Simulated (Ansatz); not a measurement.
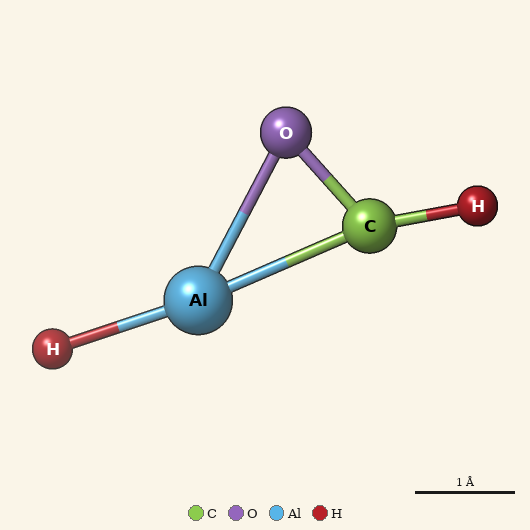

Distant atoms are faded towards the background colour. The species has charge +1 and is a spin singlet. Computed geometry: PBE-D4/def2-SVP optimisation. No frequency run is at hand to confirm it as a minimum. Masses are those of the most abundant isotopes; constants are for the rigid equilibrium geometry.

Q: What kind of rotor is it, and what are its rotational constants in GHz?

A: An asymmetric top (Cs): A = 38.5, B = 9.41, C = 7.56 GHz. Ray's parameter κ is −0.88, close to the prolate limit.
